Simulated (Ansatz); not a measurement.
# BrCl3Zr···HCl: what the fields show

Input

```
crystal:
  periodic: [false, false, false]
  atoms:
    - { symbol: Zr, position_ang: [-0.600946, 0.0, -0.45998] }
    - { symbol: Cl, position_ang: [0.163716, 0.0, 3.181111] }
    - { symbol: Cl, position_ang: [1.671186, 0.0, 0.060943] }
    - { symbol: Cl, position_ang: [-0.891039, 1.842655, -1.825233] }
    - { symbol: Cl, position_ang: [-0.891039, -1.842655, -1.825233] }
    - { symbol: Br, position_ang: [-2.734556, 0.0, 1.129099] }
    - { symbol: H, position_ang: [-1.150221, 0.0, 3.377293] }
basis:
  gaussian: { orbitals: def2-SVP }
hamiltonian:
  xc: { name: BHLYP }
relax:
  f_tol: 0.03
  max_steps: 50
output:
  orbitals: {}
```

Run with:

```sh
ansatz run input.yaml --threads 4 --pin off --max-ram 5120MiB --backend cpu --events-out ev --progress --plain --runs-dir out
```

The fields are those of the run's last geometry, not of the input's.

Core potentials replace the inner electrons of Zr.

Computed with RKS BHLYP/def2-SVP (Ansatz 0.2.0).

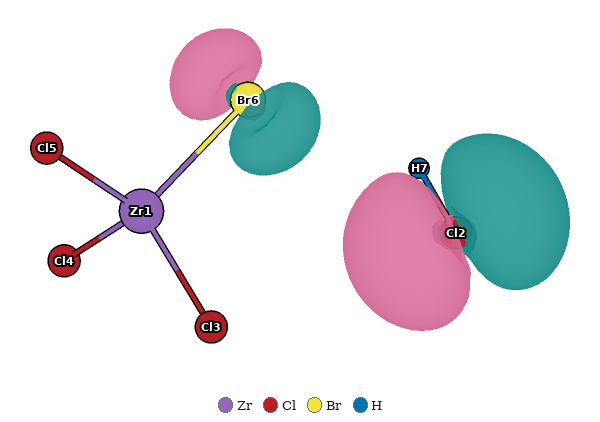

Figure 1. The HOMO at ±0.1 Å⁻³ᐟ² (teal and pink are the two phases), seen at a tilt.

### Where does this orbital lie, and at what energy?

Its weight (Hirshfeld) is mainly on Cl2 (about 85 %) and Br6 (about 10 %); largely a lone pair of Cl2. Its energy is −10.32 eV.

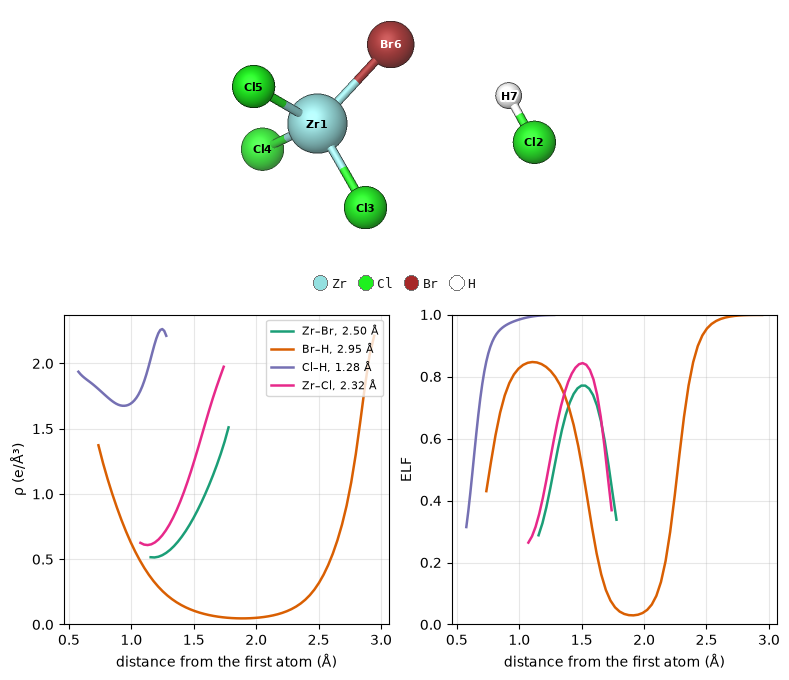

Figure 2. Electron density and electron localisation function along straight lines between neighbouring atoms. The curves leave out the atomic cores. The structure is drawn too.

### Compare the contacts.

Zr–Br (2.50 Å): ρ is about 0.53 e/Å³ halfway; the ELF peaks at about 0.75 in the valence shell of Br, 1.0 Å from its nucleus, and is about 0.45 at the midpoint.
Br6···H7 (2.95 Å): the density falls to about 0.05 e/Å³ on the way; the ELF dips to about 0 between them (a non-bonded, intermolecular contact).
Cl–H (1.28 Å): the density is about 1.9 e/Å³ at the midpoint; the ELF climbs to about 1 towards the hydrogen, as it does in any bond to H.
Zr–Cl (2.32 Å): the density is about 0.61 e/Å³ at the midpoint; the ELF peaks at about 0.85 in the valence shell of Cl, 0.8 Å from its nucleus, and is about 0.35 at the midpoint.

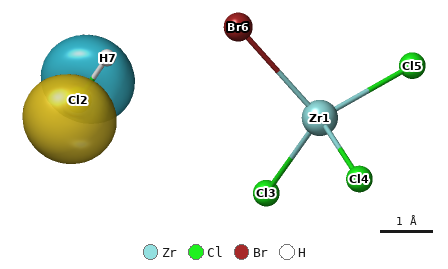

Figure 3. The HOMO−1 at ±0.2 Å⁻³ᐟ² (yellow and cyan are the two phases), seen at an oblique angle.

### What is the character of this orbital?

It lies mainly on Cl2 (about 85 %) and Br6 (about 5 %); largely a lone pair of Cl2. Its energy is −10.36 eV.
